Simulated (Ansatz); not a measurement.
**YCu2Pb2, from a guessed structure to a relaxed one**

Starting from a made-up structure for YCu2Pb2, the aim is the relaxed cell, its shortest contacts and, where a second run follows, its electronic structure.

Method: DFT, PBE, plane-wave PAW, files of the set soft_1, scalar-relativistic, ferromagnetic start, cell and ions relaxed at zero pressure; PAW set soft_1, in the first sound run; inputs show where later runs differ, in Ansatz 0.2.0.

## Step 1: Starting point

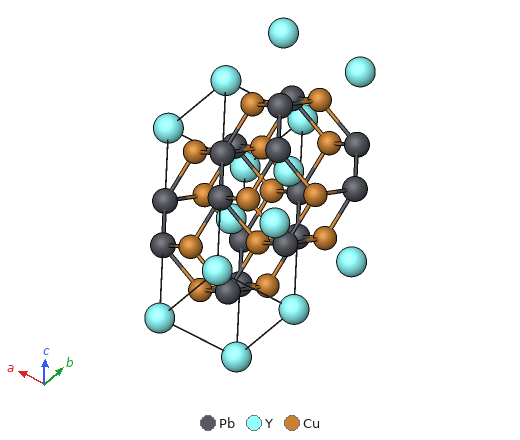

Start, viewed from a free direction; lead dark grey, yttrium teal, copper orange. 1×2×1 cells are drawn. This picture shows the conventional cell, with its axes. Some periodic images of atoms are drawn too.

## Step 2: Relaxation of the guess

The guess takes its coordinates from another compound and its volume from a rule, so the cell and any free coordinates are relaxed together.

Input file input.yaml:

```yaml
crystal:
  lattice:
    - [-2.22, 2.22, 5.714]
    - [2.22, -2.22, 5.714]
    - [2.22, 2.22, -5.714]
  atoms:
    - { symbol: Pb, position: [0.3836, 0.3836, 0.0] }
    - { symbol: Pb, position: [0.6164, 0.6164, 0.0] }
    - { symbol: "Y", position: [0.0, 0.0, 0.0] }
    - { symbol: Cu, position: [0.25, 0.75, 0.5], spin: 0.6 }
    - { symbol: Cu, position: [0.75, 0.25, 0.5], spin: 0.6 }
magnetization:
  spin_polarized: true
kpoints:
  mp_grid: { grid: [9, 9, 9] }
scf:
  occupations: { method: fermi_dirac, width: 0.05 }
hamiltonian:
  xc: pbe
  pseudopotentials: { kind: paw, azcp: { folder: soft_1 } }
relax:
  f_tol: 0.015
  max_steps: 70
  cell: {}
output:
  forces: true
  stress: true
```

On the command line:

```console
$ ansatz run input.yaml --threads 4 --pin off --max-ram 8192MiB --backend cpu --events-out ev --progress --plain --runs-dir out
```

Numbers of over 12 decimals in the logs are rounded to 6 here.

Log:

```text
basis.fft_grid_basis auto: the FFT boxes are laid along the combinations [[1, 0, 1], [0, 1, 1], [0, 0, 1]] of the cell's own vectors, 4.440, 4.440 and 6.520 Å long. The dense box has 30×30×45 points. Along the cell's own vectors, as sized, it would have 45×45×45, 2.25 times as many. Of the 16 symmetry operations that the crystal satisfies within crystal.symmetry.tolerance (time reversal apart; of a slab, those that k [...]
Engine: ansatz 0.2.0, aarch64-unknown-linux-gnu
Pseudopotentials: kind: paw
Pseudopotential: Pb, paw, valence charge 14, recommended cutoff 420 eV (normal), soft_1/Pb.paw.azcp
Pseudopotential: Y, paw, valence charge 11, recommended cutoff 420 eV (normal), soft_1/Y.paw.azcp
Pseudopotential: Cu, paw, valence charge 19, recommended cutoff 420 eV (normal), soft_1/Cu.paw.azcp
Functional definition: PBE
  parameter kappa = 0.804
  parameter beta = 0.066725
  exchange = pbe_x(kappa = kappa, mu = beta*pi^2/3)
  correlation = pbe_c(beta = beta)
Crystal: 5 atoms, lattice volume = 112.644 Å³
Basis set: ecut = 420 eV, 2187 PW (Γ), FFT grids on a1+a3, a2+a3, a3, exchange–correlation on 60×60×90 points (8 copies of the dense FFT grid, shifted against one another)
Bands: 47, of which v1, the nominal top of the filled ones, is band 39 counted from 1 (38 counted from 0)
Symmetry: 16 space group operations
Space group: I4/mmm (ITA 139), of the structure as read, at distance tolerance 4.8e-5 Å
Magnetic group: BNS 139.531 (UNI 1191), of the structure as read, at distance tolerance 4.8e-5 Å
k-points: 75 of 729
Non-local potential: Pb, projectors of the file, l = 0: 2, l = 1: 2, l = 2: 2, l = 3: 1
Non-local potential: Y, projectors of the file, l = 0: 3, l = 1: 2, l = 2: 2, l = 3: 1
Non-local potential: Cu, projectors of the file, l = 0: 3, l = 1: 2, l = 2: 3, l = 3: 1
PAW form: soft (Blöchl's): semilocal exchange-correlation on the pseudo side does not see the compensation charge
PAW one-centre angular grid: Pb, 590 points (default); XC on 64 Gauss nodes
PAW one-centre angular grid: Y, 590 points (default); XC on 64 Gauss nodes
PAW one-centre angular grid: Cu, 590 points (default); XC on 64 Gauss nodes
Initial density: superposition of atomic densities (chi_scale 0.1, normalization cell, long waves kept (reshape's long-wave potential 0.00 eV rms))
Starting moments: Σ|m| = 1.2 μB on 2 of 5 sites
Initial wavefunctions: pseudopotential atomic-orbital guess
Functional: x = pbe(κ = 0.804, μ = 0.219515), c = pbe(β = 0.066725)
SCF iter   1: F=—  HF=-40918.648070 eV  |F-HF|=—  |Δ(HF+E_count)|=         —  Δρ=9.00e-2 (↑9.00e-2 ↓3.73e-2)  dr2=2.00e1  dr2_m=8.86e-1  M=0.182 μB ∫|m|=0.427 μB  β_m=0.30  ethr=3.10e-3  ⟨swp⟩=7.8  Hψ=28174  notcnv=0
preconditioner: auto → Kerker (q_TF=auto, 2.561 Å⁻¹)  [metal: Δε(μ)=0.006 eV  Ē_g=11.629 eV  σ=0.050 eV  W_gap=0.03  n_scr=32 (ndim 8)  ℏωp=26.9 eV  f_vac=0.000  D(μ)=2.39/eV (n_scr^D=10)]
spin=Collinear: Kerker preconditioning applied to the charge; magnetization (m = ρ↑ − ρ↓) channel mixes plain (no charge-response kernel on spin).
SCF iter   2: F=—  HF=-40917.225123 eV  |F-HF|=—  |Δ(HF+E_count)|=    1.42e0  Δρ=4.66e-2 (↑1.95e-2 ↓4.66e-2)  dr2=2.05e0  dr2_m=8.36e-1  M=0.041 μB ∫|m|=0.168 μB  β_m=0.30  ethr=3.10e-3  ⟨swp⟩=2.8  Hψ=15688  notcnv=0  defer=172
SCF iter   3: F=—  HF=-40916.705690 eV  |F-HF|=—  |Δ(HF+E_count)|=   5.19e-1  Δρ=3.02e-2 (↑3.02e-2 ↓1.59e-2)  dr2=1.38e0  dr2_m=4.20e-1  M=0.038 μB ∫|m|=0.162 μB  β_m=0.30  ethr=2.66e-3  ⟨swp⟩=2.1  Hψ=11264  notcnv=0  defer=234
SCF iter   4: F=—  HF=-40916.462119 eV  |F-HF|=—  |Δ(HF+E_count)|=   2.44e-1  Δρ=1.81e-2 (↑1.81e-2 ↓1.37e-2)  dr2=9.47e-2  dr2_m=2.45e-1  M=0.025 μB ∫|m|=0.117 μB  β_m=0.30  ethr=1.79e-3  ⟨swp⟩=3.6  Hψ=13523  notcnv=0  defer=236
SCF iter   5: F=—  HF=-40916.483962 eV  |F-HF|=—  |Δ(HF+E_count)|=   2.18e-2  Δρ=1.78e-2 (↑6.28e-3 ↓1.78e-2)  dr2=1.32e-1  dr2_m=1.42e-1  M=0.016 μB ∫|m|=0.083 μB  β_m=0.30  ethr=1.23e-4  ⟨swp⟩=2.8  Hψ=12292  notcnv=0  defer=243
SCF iter   6: F=—  HF=-40916.487053 eV  |F-HF|=—  |Δ(HF+E_count)|=   3.09e-3  Δρ=1.21e-2 (↑5.40e-3 ↓1.21e-2)  dr2=5.19e-2  dr2_m=7.83e-2  M=0.011 μB ∫|m|=0.065 μB  β_m=0.30  ethr=1.23e-4  ⟨swp⟩=2.0  Hψ=11421  notcnv=0  defer=250
SCF iter   7: F=—  HF=-40916.486778 eV  |F-HF|=—  |Δ(HF+E_count)|=   2.75e-4  Δρ=8.86e-3 (↑4.18e-3 ↓8.86e-3)  dr2=2.69e-2  dr2_m=4.34e-2  M=0.008 μB ∫|m|=0.052 μB  β_m=0.30  ethr=6.74e-5  ⟨swp⟩=1.0  Hψ=6800  notcnv=0  defer=250
Mixer restart at iter 7: flushing history
spin-set hold released at iteration 7 (site moments contracting): the magnetisation degrees of freedom join the quasi-Newton model from the next iteration; the mixer history was flushed
SCF iter   8: F=—  HF=-40916.485718 eV  |F-HF|=—  |Δ(HF+E_count)|=   1.06e-3  Δρ=5.09e-3 (↑4.63e-3 ↓5.09e-3)  dr2=3.29e-3  dr2_m=2.41e-2  M=0.005 μB ∫|m|=0.041 μB  β_m=0.59  ethr=3.49e-5  ⟨swp⟩=1.7  Hψ=7542  notcnv=0  defer=250
SCF iter   9: F=—  HF=-40916.495768 eV  |F-HF|=—  |Δ(HF+E_count)|=   1.00e-2  Δρ=5.02e-3 (↑2.31e-3 ↓5.02e-3)  dr2=3.96e-2  dr2_m=1.92e-3  M=0.000 μB ∫|m|=0.015 μB  β_m=0.46  ethr=4.27e-6  ⟨swp⟩=2.1  Hψ=13351  notcnv=0  defer=250
SCF iter  10: F=—  HF=-40916.487033 eV  |F-HF|=—  |Δ(HF+E_count)|=   8.73e-3  Δρ=8.61e-4 (↑8.61e-4 ↓2.85e-4)  dr2=7.97e-4  dr2_m=9.29e-5  M=-0.001 μB ∫|m|=0.007 μB  β_m=0.73  ethr=4.27e-6  ⟨swp⟩=2.1  Hψ=13515  notcnv=0  defer=252
SCF iter  11: F=—  HF=-40916.487108 eV  |F-HF|=—  |Δ(HF+E_count)|=   7.46e-5  Δρ=1.20e-4 (↑1.20e-4 ↓8.66e-5)  dr2=5.11e-5  dr2_m=3.81e-7  M=-0.000 μB ∫|m|=0.001 μB  β_m=0.65  ethr=1.04e-6  ⟨swp⟩=1.8  Hψ=8736  notcnv=0  defer=251
SCF iter  12: F=—  HF=-40916.487120 eV  |F-HF|=—  |Δ(HF+E_count)|=   1.22e-5  Δρ=4.06e-5 (↑3.09e-5 ↓4.06e-5)  dr2=5.37e-6  dr2_m=6.99e-8  M=-0.000 μB ∫|m|=0.001 μB  β_m=0.82  ethr=6.64e-8  ⟨swp⟩=2.0  Hψ=8901  notcnv=0  defer=251
SCF iter  13: F=—  HF=-40916.487124 eV  |F-HF|=—  |Δ(HF+E_count)|=   4.22e-6  Δρ=1.83e-5 (↑1.83e-5 ↓1.68e-5)  dr2=1.73e-6  dr2_m=8.08e-9  M=-0.000 μB ∫|m|=0.000 μB  β_m=0.91  ethr=6.97e-9  ⟨swp⟩=2.0  Hψ=9051  notcnv=0  defer=251
SCF iter  14: F=—  HF=-40916.487125 eV  |F-HF|=—  |Δ(HF+E_count)|=   1.67e-7  Δρ=6.61e-6 (↑4.35e-6 ↓6.61e-6)  dr2=1.85e-7  dr2_m=2.07e-9  M=-0.000 μB ∫|m|=0.000 μB  β_m=0.96  ethr=2.25e-9  ⟨swp⟩=2.1  Hψ=9078  notcnv=0  defer=251
SCF iter  15: F=—  HF=-40916.487125 eV  |F-HF|=—  |Δ(HF+E_count)|=   5.95e-9  Δρ=1.19e-6 (↑7.29e-7 ↓1.19e-6)  dr2=5.45e-9  dr2_m=1.76e-10  M=0.000 μB ∫|m|=0.000 μB  β_m=0.98  ethr=1.30e-10  ⟨swp⟩=4.1  Hψ=20336  notcnv=0
[...]
relax step   4: F+E_penalty+E_count = -40916.77990878 eV  Δ(F+E_penalty+E_count) = -1.367e-2 eV  max|allowed force component| = 4.219e-2 eV/Å  Δτ_max = 0.0301 Å  P = -0.467 GPa  Ω = 114.855 Å³  energy of the carried Pulay correction = -6.910e-4 eV  (6 SCF iters, dr2 threshold 5.00e-7 eV, accepted)
[...]
relax step   5: F+E_penalty+E_count = -40916.78525203 eV  Δ(F+E_penalty+E_count) = -5.343e-3 eV  max|allowed force component| = 4.630e-2 eV/Å  Δτ_max = 0.0155 Å  P = -0.027 GPa  Ω = 113.932 Å³  energy of the carried Pulay correction = -4.043e-4 eV  (8 SCF iters, dr2 threshold 5.00e-7 eV, accepted)
[...]
relax step   6: F+E_penalty+E_count = -40916.78701397 eV  Δ(F+E_penalty+E_count) = -1.762e-3 eV  max|allowed force component| = 4.405e-2 eV/Å  Δτ_max = 0.0083 Å  P = +0.131 GPa  Ω = 113.589 Å³  energy of the carried Pulay correction = -2.970e-4 eV  (8 SCF iters, dr2 threshold 3.46e-7 eV, accepted)
[...]
relax step   7: F+E_penalty+E_count = -40916.78721598 eV  Δ(F+E_penalty+E_count) = -2.020e-4 eV  max|allowed force component| = 1.440e-3 eV/Å  Δτ_max = 0.0022 Å  P = +0.010 GPa  Ω = 113.820 Å³  energy of the carried Pulay correction = -3.693e-4 eV  (7 SCF iters, dr2 threshold 1.63e-7 eV, accepted)
Initial wavefunctions: pseudopotential atomic-orbital guess (no wavefunctions were taken with the density)
iter 1 solved again at ethr=1.03e-7 eV; its pass at ethr=3.10e-3 eV (dr2=7.96e-5 eV) is discarded
SCF iter   1: F=—  HF=-40916.781117 eV  |F-HF|=—  |Δ(HF+E_count)|=         —  Δρ=4.74e-4 (↑4.74e-4 ↓4.74e-4)  dr2=2.52e-5  dr2_m=5.43e-12  M=0.000 μB ∫|m|=0.000 μB  β_m=0.30  ethr=1.03e-7  ⟨swp⟩=4.0  Hψ=49218  notcnv=0
preconditioner: auto → Kerker (q_TF=auto, 2.556 Å⁻¹)  [metal: Δε(μ)=0.023 eV  Ē_g=12.774 eV  σ=0.050 eV  W_gap=0.11  n_scr=32 (ndim 8)  ℏωp=26.7 eV  f_vac=0.000  D(μ)=1.31/eV (n_scr^D=2)]
spin=Collinear: Kerker preconditioning applied to the charge; magnetization (m = ρ↑ − ρ↓) channel mixes plain (no charge-response kernel on spin).
SCF iter   2: F=—  HF=-40916.784360 eV  |F-HF|=—  |Δ(HF+E_count)|=   3.24e-3  Δρ=3.34e-4 (↑3.34e-4 ↓3.34e-4)  dr2=1.14e-5  dr2_m=2.74e-12  M=0.000 μB ∫|m|=0.000 μB  β_m=0.62  ethr=3.27e-8  ⟨swp⟩=2.0  Hψ=8454  notcnv=0
SCF iter   3: F=—  HF=-40916.787422 eV  |F-HF|=—  |Δ(HF+E_count)|=   3.06e-3  Δρ=6.41e-5 (↑6.41e-5 ↓6.41e-5)  dr2=7.22e-6  dr2_m=4.19e-14  M=0.000 μB ∫|m|=0.000 μB  β_m=0.47  ethr=1.48e-8  ⟨swp⟩=2.0  Hψ=9426  notcnv=0
SCF iter   4: F=—  HF=-40916.787455 eV  |F-HF|=—  |Δ(HF+E_count)|=   3.27e-5  Δρ=1.32e-5 (↑1.32e-5 ↓1.32e-5)  dr2=1.38e-7  dr2_m=7.61e-15  M=0.000 μB ∫|m|=0.000 μB  β_m=0.48  ethr=9.37e-9  ⟨swp⟩=2.0  Hψ=9305  notcnv=0
SCF iter   5: F=—  HF=-40916.787460 eV  |F-HF|=—  |Δ(HF+E_count)|=   4.97e-6  Δρ=1.70e-6 (↑1.70e-6 ↓1.70e-6)  dr2=2.60e-8  dr2_m=5.77e-15  M=0.000 μB ∫|m|=0.000 μB  β_m=0.62  ethr=1.79e-10  ⟨swp⟩=2.3  Hψ=11808  notcnv=0
SCF iter   6: F=—  HF=-40916.787460 eV  |F-HF|=—  |Δ(HF+E_count)|=   1.36e-8  Δρ=5.46e-7 (↑5.45e-7 ↓5.46e-7)  dr2=3.25e-9  dr2_m=4.99e-16  M=0.000 μB ∫|m|=0.000 μB  β_m=0.81  ethr=3.37e-11  ⟨swp⟩=1.3  Hψ=7107  notcnv=0
SCF iter   7: F=—  HF=-40916.787462 eV  |F-HF|=—  |Δ(HF+E_count)|=   2.04e-6  Δρ=1.13e-6 (↑1.13e-6 ↓1.13e-6)  dr2=3.74e-9  dr2_m=1.98e-16  M=-0.000 μB ∫|m|=0.000 μB  β_m=0.91  ethr=4.22e-12  ⟨swp⟩=3.0  Hψ=14562  notcnv=0
SCF iter   8: F=—  HF=-40916.787462 eV  |F-HF|=—  |Δ(HF+E_count)|=   7.79e-9  Δρ=5.47e-7 (↑5.47e-7 ↓5.47e-7)  dr2=1.51e-9  dr2_m=2.61e-17  M=-0.000 μB ∫|m|=0.000 μB  β_m=0.95  ethr=4.22e-12  ⟨swp⟩=2.0  Hψ=9438  notcnv=0
SCF iter   9: F=—  HF=-40916.787462 eV  |F-HF|=—  |Δ(HF+E_count)|=  5.02e-10  Δρ=2.70e-7 (↑2.70e-7 ↓2.70e-7)  dr2=2.96e-10  dr2_m=4.15e-18  M=0.000 μB ∫|m|=0.000 μB  β_m=0.88  ethr=1.96e-12  ⟨swp⟩=1.2  Hψ=7086  notcnv=0
SCF iter  10: F=-40916.787462 eV  HF=-40916.787462 eV  |F-HF|=7.28e-11  |Δ(HF+E_count)|=  3.20e-10  Δρ=1.09e-7 (↑1.09e-7 ↓1.09e-7)  dr2=3.83e-11  dr2_m=3.25e-18  M=0.000 μB ∫|m|=0.000 μB  ethr=1.00e-12  ⟨swp⟩=3.0  Hψ=22273  notcnv=0
the starting moments were not kept: the SCF closed with an absolute magnetisation of 2.4e-9 μB, where they sum to 1.2 μB in size (2 sites). That is at most 0.1 of that sum. Measured as dr2_m measures the in/out step, that magnetisation stands 4.1e-19 eV from none, at or under the dr2_threshold of 5.0e-11 eV: it is no larger than a step whose dr2_m would equal this threshold.
SCF 8 converged in 10 iterations: F = -40916.787462 eV  dr2 = 3.83e-11
relax step   8: F+E_penalty+E_count = -40916.78746156 eV  Δ(F+E_penalty+E_count) = -2.456e-4 eV  max|allowed force component| = 1.629e-3 eV/Å  Δτ_max = 0.0000 Å  P = +0.005 GPa  Ω = 113.820 Å³  stress off target by 5.62e-3 GPa  SCF on the basis re-selected at this cell (its energy is not comparable with the rows above)  (10 SCF iters)
basis re-selected at this cell: Δ(F+E_penalty+E_count) = -2.456e-4 eV, ΔP = -0.005 GPa vs the last step (what re-selecting the basis moved, of the pressure what is left beyond the Pulay correction that the steps carried, after the strain that the cell walked since its last selection, with what the two solves' SCF thresholds leave and, on support functions, any second-order correction that the steps lacked; it is no m [...]
SCF converged after 10 iterations
Magnetization: 0.0000 μB (38.5000 up, 38.5000 down)
Absolute magnetization: 0.0000 μB (∫|ρ↑−ρ↓|, with the PAW one-centre terms)
Spin contamination: 0.0000 ħ² per cell (⟨S²⟩ above its minimum at these occupations)
Per-site moments (μB) at R_I (Å): [(-8.961341862005431e-11, 1.095441), (-8.961344726412048e-11, 1.095441), (4.896715410047361e-10, 1.411011), (-1.2005856716126832e-10, 1.095441), (-1.2005854437735456e-10, 1.095441)]
Free energy (F): -40916.787462 eV
Harris-Foulkes:  -40916.787462 eV  (|F-HF|=7.28e-11)
Internal energy: -40916.776506 eV  (E = F + TS)
E sigma→0 (E₀):  -40916.781984 eV
Entropy (-TS):   -0.010955 eV (-2.191 meV/atom)
Fermi energy:    12.273839 eV
--- Per-component energies (eV) ---
  E_band       = -1033.293550
  E_kinetic    = 1428.040822
  E_local      = -14962.720476  (includes V_loc(G=0)·N_el)
  E_nonlocal   = 2429.805927
  E_hartree    = 6408.453316
  E_xc         = -723.479820
  E_vxc        = -654.439706  (∫ρ·V_xc dr)
  E_paw        = -27250.028617  (= ΣΔE_a)
  E_vpaw       = -2090.888250  (= ΣTr[D̂ρ^β])
  E_aug_tail   = 0.001933  (compensation charges beyond the density's cutoff)
  E_ewald      = -8246.849592
  E_smearing   = -0.010955  (= −TS)
  E_closure    = -0.000000  (closes the sum)
  Σ components = -40916.787462   (vs F -40916.787462, Δ=0.00e0)
--- Forces (eV/Å), atoms counted from 1 ---
  atom   1  Pb    -0.00000000    -0.00000000     0.00162863
  atom   2  Pb    -0.00000000    -0.00000000    -0.00162863
  atom   3  Y     -0.00000000     0.00000000     0.00000000
  atom   4  Cu     0.00000000    -0.00000000     0.00000000
  atom   5  Cu     0.00000000    -0.00000000     0.00000000
  max |Σ_I F_I| component: 6.07e-17 eV/Å
--- Stress (GPa, compression-positive) ---
        0.005622       0.000000       0.000000
        0.000000       0.005622       0.000000
        0.000000       0.000000       0.004405
  P = ⅓ Tr σ = 0.0052 GPa (0.052 kbar)
--- Relaxed structure (7 steps of the walk, 7 accepted, 1 SCFs on fresh bases) ---
  F+E_penalty+E_count = -40916.78746156 eV   max|allowed force component| = 1.629e-3 eV/Å   (the final SCF, on the basis selected at the relaxed cell)
  cell:  # Å, volume = 113.8199 Å³
    - [-2.182821, 2.182821, 5.972029]
    - [2.182821, -2.182821, 5.972029]
    - [2.182821, 2.182821, -5.972029]
  atoms:
    - { symbol: Pb, position: [0.376630, 0.376630, 0] }
    - { symbol: Pb, position: [0.623370, 0.623370, 0] }
    - { symbol: Y, position: [3.643101454624027e-19, 3.6431014546240205e-19, 0] }
    - { symbol: Cu, position: [0.250000, 0.750000, 0.500000] }
    - { symbol: Cu, position: [0.750000, 0.250000, 0.500000] }
```

It took 73 s on 4 threads of Arm Neoverse V2, shared host; peak memory 0.84 GiB; 4.8 min of CPU time.

The steps of the relaxation:

```csv
step,energy less that of the first step (eV),largest force component (eV/Å),pressure (GPa),volume (Å³)
1,0.0000,2.5334,1.20,112.64
2,-0.1650,1.2055,0.47,114.95
3,-0.2791,0.4113,-0.07,114.51
4,-0.2928,0.0422,-0.47,114.85
5,-0.2981,0.0463,-0.03,113.93
6,-0.2999,0.0441,0.13,113.59
7,-0.3001,0.0014,0.01,113.82
8*,-0.3003,0.0016,0.01,113.82
```

Relaxation steps marked * repeat the geometry before them on a plane-wave basis chosen anew for their cell, so energy and pressure can jump there.

Forces are held to the 16 operations that the run works with; a distortion that breaks them can't arise in this run.

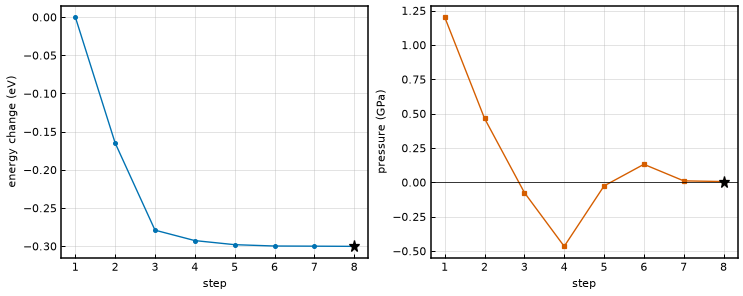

Energy and pressure along the relaxation. Stars mark steps on a basis chosen anew.

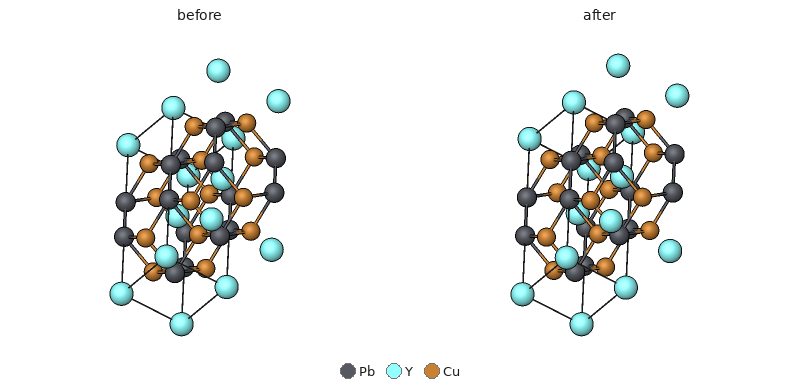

The structure before and after the relaxation, drawn at the same scale.

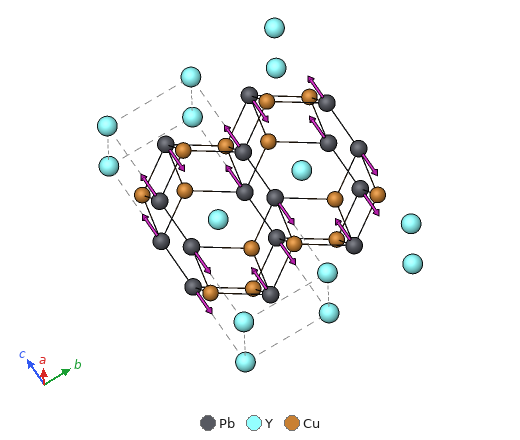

Displacements in the relaxation, exaggerated, measured against the changing cell; the longest in the cell stands for 0.08 Å. 1×2×1 conventional cells are drawn. Some periodic images of atoms are drawn too.

```csv
"conventional cell, symmetrised",before,after,change
a (Å),4.440,4.366,-1.7 %
b (Å),4.440,4.366,-1.7 %
c (Å),11.428,11.944,+4.5 %
volume (Å³/atom),22.53,22.76,+1.0 %
```

The atoms that moved most (Å, as changes of fractional coordinates times the final cell):

```csv
atom,dx,dy,dz,length
Pb2,0.000,0.000,0.083,0.083
Pb1,0.000,0.000,-0.083,0.083
```

Final coordinates:

```xyz
5
Lattice="-2.1828 2.1828 5.9720 2.1828 -2.1828 5.9720 2.1828 2.1828 -5.9720" Properties=species:S:1:pos:R:3 pbc="T T T"
Pb    0.0000    0.0000    4.4985
Pb    0.0000    0.0000    7.4456
Y     0.0000    0.0000    0.0000
Cu    2.1828    0.0000    2.9860
Cu    0.0000    2.1828    2.9860
```

This step gave:

* free energy: -40916.7875 eV
* energy at zero smearing: -40916.7820 eV
* smearing term TS: 0.01096 eV
* Fermi energy: 12.27 eV
* electrons: 77
* symmetry operations: 16
* pressure: 0.005216 GPa

The shortest distance of each pair, which need not be the same contact before and after:

```csv
pair,guess (Å),relaxed (Å)
Cu–Pb,2.694,2.656
Pb–Pb,2.660,2.947
Cu–Cu,3.140,3.087
Pb–Y,3.410,3.421
Cu–Y,3.618,3.699
```

The relaxation ends with a largest force component of 0.0016 eV/Å and a pressure of 0.01 GPa. No moment survives the cycle: this start ends non-magnetic.

(Part 1 of 2 ends here.)

[Logs are printed without paths, hosts, clocks, repeated set-up lines and the standing remarks that a program may print on its own settings, such as how far it seeks lower states.]

[Hosts, paths, dates, database ids (printed as entryN), source tags and the programs' standing remarks are cut or masked in the printed files.]
